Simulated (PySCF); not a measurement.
SMILES COC(=O)C[CH2][GeH3] at its GFN2-xTB optimised geometry (Å):

```
17

C      2.7227    -1.5123     0.0337
O      2.0898    -0.2378     0.0000
C      0.7595    -0.2378     0.0000
O      0.0971    -1.2459     0.0121
C      0.1802     1.1482     0.0000
C     -1.1582     1.1644    -0.7232
Ge    -2.3924    -0.2783    -0.1328
H      2.3715    -2.1305    -0.7944
H      3.7895    -1.3237    -0.0526
H      2.4979    -2.0208     0.9730
H      0.9033     1.8420    -0.4330
H      0.0345     1.4215     1.0495
H     -1.6382     2.1305    -0.5624
H     -0.9927     1.0688    -1.7975
H     -2.2618    -0.5702     1.3240
H     -3.7895     0.2725    -0.3146
H     -2.3489    -1.5290    -0.9345
```

Level of theory: CAM-B3LYP/def2-SVP in PySCF.

Map of the log10 of the electron density (e/bohr³), floored at −4 on the plane z = 1.0 Å:

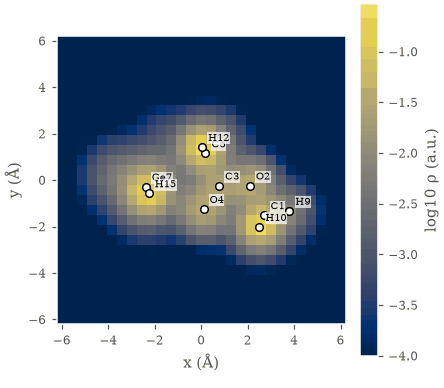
Figure. Log10 of the electron density (e/bohr³), floored at −4 on the plane z = 1.0 Å.
